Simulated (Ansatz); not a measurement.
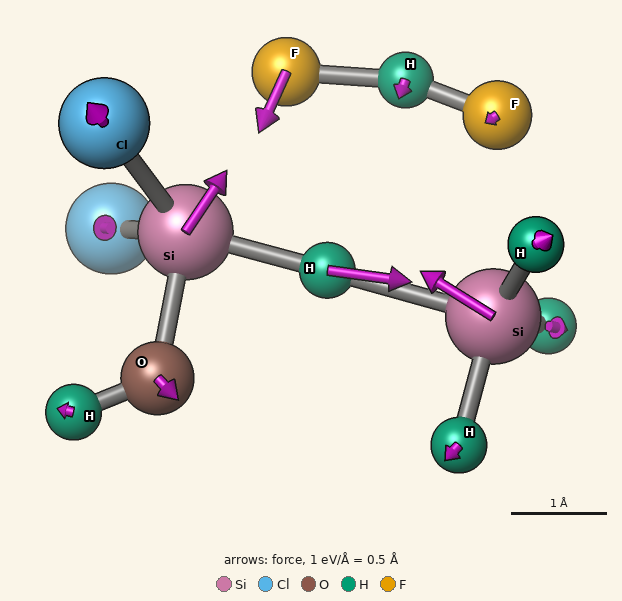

Starting geometry of Si$_{2}$H$_{6}$OCl$_{2}$F$_{2}$ with the computed forces as purple arrows. A ball-and-stick model, seen at a tilt.

The reaction that was planned forms Si1–F7, H6–F9, Si2–H8 and breaks Si1–Si2, H6–F7, H8–F9 (atoms numbered from 1 in input order).

Level of theory: RKS PBE0-D4/def2-SVP (Ansatz).

The input:
```yaml
crystal:
  periodic: [false, false, false]
  atoms:
    - {symbol: Si, position_ang: [-0.112700, 1.318900, -0.599100]}
    - {symbol: Si, position_ang: [0.234500, -1.515100, 1.225800]}
    - {symbol: Cl, position_ang: [-1.953400, 1.964000, -1.109100]}
    - {symbol: Cl, position_ang: [1.449700, 1.889800, -1.738600]}
    - {symbol: O, position_ang: [0.170100, 2.059000, 0.845800]}
    - {symbol: H, position_ang: [-0.311000, -1.372900, -1.521500]}
    - {symbol: F, position_ang: [-0.400400, -0.199400, -1.973500]}
    - {symbol: H, position_ang: [0.026800, 0.009700, 0.231500]}
    - {symbol: F, position_ang: [-0.184000, -2.187600, -0.872800]}
    - {symbol: H, position_ang: [1.489100, -2.098600, 0.790900]}
    - {symbol: H, position_ang: [0.479700, -0.766300, 2.469400]}
    - {symbol: H, position_ang: [-1.085400, -2.110700, 1.305500]}
    - {symbol: H, position_ang: [0.196900, 3.009100, 0.945800]}
basis:
  gaussian: {orbitals: def2-SVP}
hamiltonian: {xc: pbe0, dispersion: d4}
relax: {f_tol: 0.04, max_steps: 150, escape_saddle: false, constraints: [{distance: [0, 6]}, {distance: [5, 8]}, {distance: [1, 7]}, {distance: [0, 1]}, {distance: [5, 6]}, {distance: [7, 8]}]}
```

Launched with:
```bash
ansatz run in.yaml --threads 4 --pin off --events-out ev --progress --plain --max-ram 66560MiB --backend cpu
```

Is this structure relaxed? If not, where do the atoms go?

Answer. It isn't relaxed: the largest force vector, on Si2, is 1.88 eV/Å. The final displacements have little in common with the starting forces (cosine between the two patterns −0.01). After 19 accepted moves (22 points after the start) the energy has fallen by 56.5 kJ/mol. The largest force component goes from 0.69 to 0.032 eV/Å. The line search rejected the trial steps at points 6, 17, 19 of the run. The largest move after the best rigid fit is that of H11, 1.50 Å. Largest moves by element: H 1.50 Å, F 0.51 Å, O 0.35 Å, Si 0.32 Å, Cl 0.27 Å. Among the contacts that change: Si2–F9 2.243 → 1.821 Å, Si1–Cl3 2.016 → 2.068 Å, Si2–H10 1.450 → 1.497 Å, Si1–Cl4 2.016 → 2.062 Å. New bonds form: Si2–F9 (2.24 → 1.82 Å). Bond angles that change, for instance: H10–Si2–H12 129.7° → 106.1°, H11–Si2–H12 108.3° → 122.6°, Cl3–Si1–H8 119.1° → 128.5°. The run took roughly 5 core-minutes on a shared host.
